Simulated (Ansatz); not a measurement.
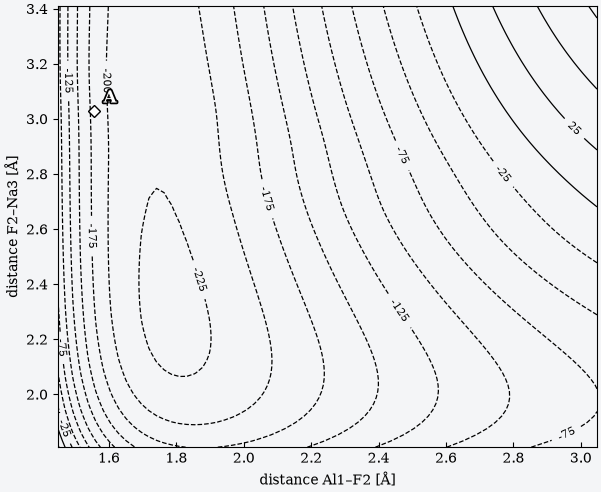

The system Al + FNa, spin multiplicity 2. 
- The first coordinate is: distance Al1–F2; the second: distance F2–Na3.
- Nothing is relaxed (the angle Al1–F2–Na3 is fixed at 90 degrees).
- The grid has 17 × 17 points.
- Points are written as (first, second).
- Energies: kJ/mol, counted from Al far from the relaxed FNa (each part in its own basis).
- Computed with UKS PBE0-D4/def2-SVPD (Ansatz 0.2.0).

The picture shows contour lines labelled in kJ/mol, the point A. Between grid points the surface is interpolated.

### Is A at rest? If not, where is it pushed?

A, at (1.555 Å, 3.029 Å), is not a stationary point. The computed force is 560 kJ/mol for each Å towards larger values of distance Al1–F2 and 18 kJ/mol for each Å towards larger values of distance F2–Na3.
